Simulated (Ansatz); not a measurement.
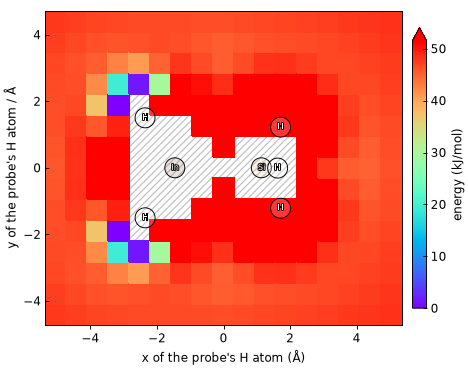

Energy landscape of H₅InSi with the probe H. 
- The probe is moved over the molecule's main plane.
- Coordinates scanned: (1) x of the probe's H atom; (2) y of the probe's H atom.
- Nothing is relaxed (molecule and probe rigid).
- The scan uses a 17 × 15 grid. At 30 points there is no value (left out of the scan, as a rule where atoms come close).
- Energies: kJ/mol, counted from the lowest grid point.
- Energies and slopes of some neighbouring points disagree (a jump in structure or state, or too coarse a mesh).
- All numbers below come from UKS PBE-D4/def2-SVPD in Ansatz 0.2.0.

The picture shows one coloured cell a grid point, labelled circles for the molecule's atoms, projected on the plane, one colour for all values above the top of the scale, hatched blanks where no value was computed. 

Question: Where are the lowest and the highest points?

Answer: The lowest grid point is at x of the probe's H atom = −3.15 Å, y of the probe's H atom = 1.89 Å [nearest 1 H at 0.88 Å]. The highest grid point, x of the probe's H atom = 1.26 Å, y of the probe's H atom = 1.26 Å [nearest 1 H at 0.82 Å], lies 297 kJ/mol above the lowest.

Grid values (kJ/mol):

```
y of the probe's H atom ↓, x of the probe's H atom →  −4.41  −3.15  −1.89  −0.63  0.63  1.89  3.15  4.41
                                                4.41     47     47     47     46    47    47    47    48
                                                3.78     47     46     47     46    46    46    47    48
                                                3.15     46     43     45     47    47    48    47    47
                                                2.52     46     19     30     51    53    55    49    47
                                                1.89     47      0    129     68    66    84    52    46
                                                1.26     48     49      –    179   149   236    56    46
                                                0.63     48    122      –      –     –     –    52    45
                                                0.00     48    140      –      –     –     –    48    45
                                               −0.63     48    122      –      –     –     –    52    45
                                               −1.26     48     49      –    178   147   229    56    46
                                               −1.89     47      0    130     68    65    84    52    46
                                               −2.52     46     19     30     51    53    55    48    47
                                               −3.15     46     43     45     47    46    48    47    47
                                               −3.78     47     46     47     46    46    46    47    48
                                               −4.41     47     47     47     47    47    47    47    48
```

The table holds every second grid line.

The whole map (225 points run) took 42 min on 1 thread of Arm Neoverse N1, on a shared host.
